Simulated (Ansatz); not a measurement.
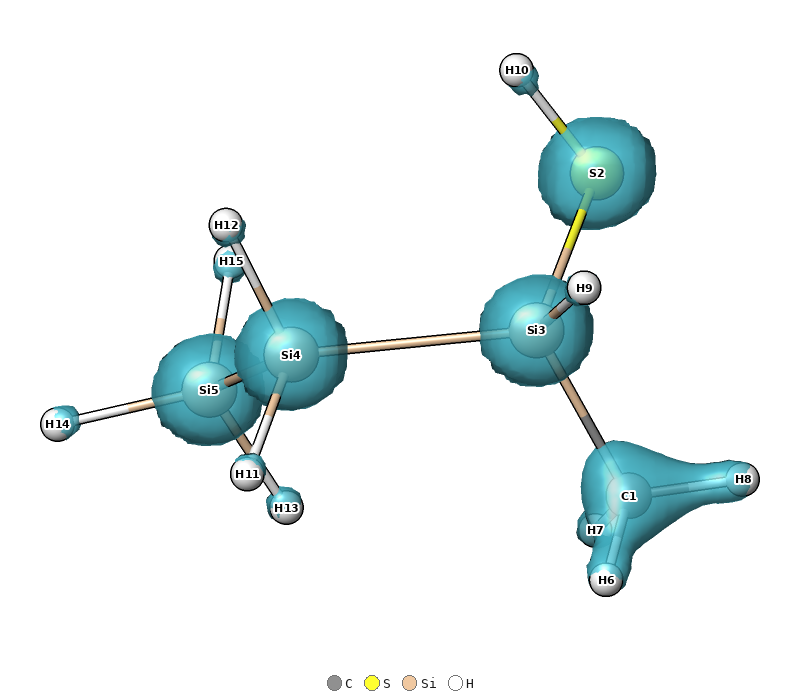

Figure 1: CH10SSi3. Isosurface of the electron density at 1.5 e/Å³ (cyan), seen at a tilt.

Geometry: B3LYP/def2-SVP.

Theory: isolated molecule in a Gaussian basis; Kohn-Sham density functional theory, functional PBE0 (Ansatz 0.2.0).

| atom | x (Å) | y (Å) | z (Å) |
| --- | --- | --- | --- |
| C | -0.3368 | 1.1909 | -0.8286 |
| S | 1.6825 | -1.3467 | -0.6214 |
| Si | -0.1379 | -0.4165 | 0.1400 |
| Si | 0.1081 | -0.0423 | 2.4592 |
| Si | 2.1255 | 1.0897 | 2.9237 |
| H | -1.2618 | 1.7063 | -0.5231 |
| H | 0.5114 | 1.8714 | -0.6553 |
| H | -0.4009 | 0.9853 | -1.9092 |
| H | -1.3158 | -1.3033 | -0.1143 |
| H | 1.6555 | -2.4019 | 0.2266 |
| H | -1.0487 | 0.7516 | 2.9847 |
| H | 0.1146 | -1.3580 | 3.1736 |
| H | 2.2244 | 2.3239 | 2.0876 |
| H | 2.1855 | 1.4888 | 4.3621 |
| H | 3.2930 | 0.2117 | 2.6212 |

**Which contacts does the surface bridge?**

At this value the surface falls into twelve separate pieces. It bridges the sampled C–H (1.10 Å) contacts, where the density stays above the isovalue. It is pinched off along the sampled C–Si (1.89 Å), Si–S (2.18 Å) and Si–Si (2.36 Å) contacts. On the grid the lowest density along these lines, outside the cores, is 0.78 e/Å³ (C–Si, 1.89 Å), 0.59 e/Å³ (Si–S, 2.18 Å), 0.6 e/Å³ (Si–Si, 2.36 Å) and 1.8 e/Å³ (C–H, 1.10 Å).
